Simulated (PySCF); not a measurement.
# UBLYP/STO-3G run of BHBr (SMILES [BH]Br)

What is the vertical doublet–quartet gap of BHBr at UBLYP/STO-3G? 

Program for the calculation: PySCF 2.14.0.

### 1 The structure to begin with

BHBr: 3 atoms, total charge 0, spin state doublet. As SMILES, `[BH]Br`. The shape is that of a PBE0-D4/def2-TZVP optimisation.

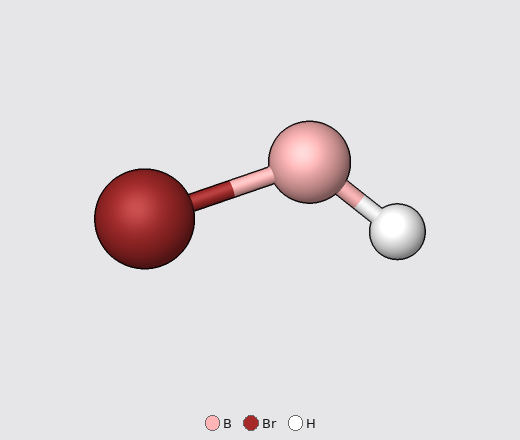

The structure, seen from a chosen angle (boron pink, bromine red, hydrogen white).

### 2 The energy at UBLYP/STO-3G

Input file calc.py:

```python
from pyscf import gto, dft

molecule = gto.M(
    atom='''
B   -0.094500  -0.523000  -0.115700
Br   1.181000   0.563200   0.709800
H   -1.097400  -0.105000  -0.607300
''',
    spin=1,
    max_memory=1860,
    verbose=3,
    basis='sto-3g',
)

myscf = dft.UKS(molecule)
myscf.xc = 'blyp'
myscf.grids.level = 4
myscf.conv_tol = 1e-10
myscf.kernel()
if not myscf.converged:
    myscf = myscf.newton().run(myscf.mo_coeff, myscf.mo_occ)

etot = myscf.e_tot
print(f'total energy: {etot:.8f} hartree')
```

Started as:

```sh
$ OMP_NUM_THREADS=1 python calc.py
```

What it wrote:

```text
WARN: HOMO -0.202722118207343 >= LUMO -0.202722118207351

converged SCF energy = -2570.9255409112  <S^2> = 0.75248525  2S+1 = 2.0024837
total energy: -2570.92554091 hartree
```

Wall time 2.8 s (1 thread of Arm Neoverse V1, shared host); peak memory 0.19 GiB.

### 3 The quartet

Input file job.py:

```python
from pyscf import gto, dft

system = gto.M(
    atom='''
B       -0.094500      -0.523000      -0.115700
Br       1.181000       0.563200       0.709800
H       -1.097400      -0.105000      -0.607300
''',
    spin=3,
    basis='sto-3g',
    max_memory=1860,
    verbose=3,
)

mf = dft.UKS(system)
mf.xc = 'blyp'
mf.grids.level = 4
mf.conv_tol = 1e-10
mf.kernel()
if not mf.converged:
    mf = mf.newton().run(mf.mo_coeff, mf.mo_occ)

energy = mf.e_tot
print('E = %.10f Eh' % energy)
```

Started as:

```sh
$ OMP_NUM_THREADS=1 python job.py
```

What it wrote:

```text
WARN: HOMO -0.146849274938607 >= LUMO -0.457516028533526

WARN: HOMO 0.0043613230620651 >= LUMO -0.110724283466165

WARN: HOMO 0.0483826027587274 >= LUMO -0.190940464133623

WARN: HOMO 0.0509677893368401 >= LUMO -0.201625226430285

WARN: HOMO 0.0507304213582158 >= LUMO -0.203485437670683

WARN: HOMO 0.0506858780845145 >= LUMO -0.203708978480112

WARN: HOMO 0.0507528896100912 >= LUMO -0.203688755576384

WARN: HOMO 0.0507398287194719 >= LUMO -0.203696626223963

WARN: HOMO 0.0507438644963921 >= LUMO -0.203699121842445

WARN: HOMO 0.0507428885869973 >= LUMO -0.203699207534991

WARN: HOMO 0.050742772330683 >= LUMO -0.203699169776493

converged SCF energy = -2570.70485599669  <S^2> = 3.7507462  2S+1 = 4.0003731
E = -2570.7048559967 Eh
```

It took 3 s on 1 thread of Arm Neoverse V1, shared host; peak memory 0.19 GiB.

### 4 Summary of results

Level: UBLYP/STO-3G.

```
                                        quantity           value
                           doublet: total energy  -2570.92554 Eh
                          doublet: dipole moment          0.20 D
     doublet: HOMO energy (highest over α and β)        -1.61 eV
      doublet: LUMO energy (lowest over α and β)         0.37 eV
                                   doublet: ⟨S²⟩           0.752
                           quartet: total energy  -2570.70486 Eh
                          quartet: dipole moment          2.27 D
                                   quartet: ⟨S²⟩           3.751
vertical energy of the quartet above the doublet        6.005 eV
```

At this shape the quartet lies 6.01 eV (579 kJ/mol) above the doublet. In a minimal basis such a difference can be off by several eV, whatever the method. Mulliken charges (quartet) run from -0.27 on B1 to +0.26 on Br2.
